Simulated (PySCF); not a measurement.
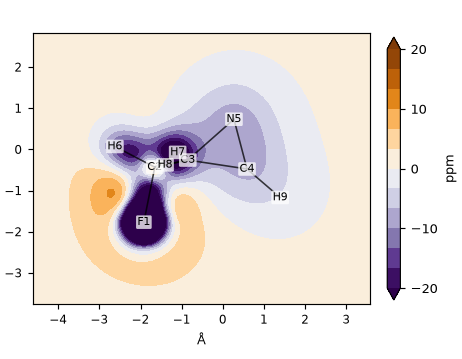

C3H4FN, SMILES `FCC1C=N1`. NICSzz (the component normal to the ring) 1.7 Å above the plane of the 3-membered ring C3/C4/N5; GIAO shieldings; atoms are projected onto the map; negative values mean shielding.

Level of theory: B3LYP/def2-SVP (PySCF), at a geometry from GFN2-xTB. No frequency check shows the geometry to be a minimum.

Coordinates in Å:

```
F1       1.8339    0.4630   -0.0124
C2       0.9048   -0.5300    0.2196
C3      -0.3825   -0.2164   -0.4982
C4      -1.3401    0.7206    0.0722
N5      -1.6746   -0.4760    0.2133
H6       1.3502   -1.4627   -0.1398
H7       0.7518   -0.5748    1.3028
H8      -0.3721   -0.3740   -1.5710
H9      -1.6052    1.7311    0.2648
```

What does the map say about the ring?

It is shielded above its centre; in a three-membered ring σ bonds weigh heavily, so the values alone don't measure π aromaticity: NICS(0) = −29.2, NICS(1) = −7.9 and −9.0, NICS(1)zz = −18.1 and −20.2 (two faces) ppm.

Cost of the run: 13 s on 1 thread of Arm Neoverse V2, on a shared host, peak memory 0.52 GiB.
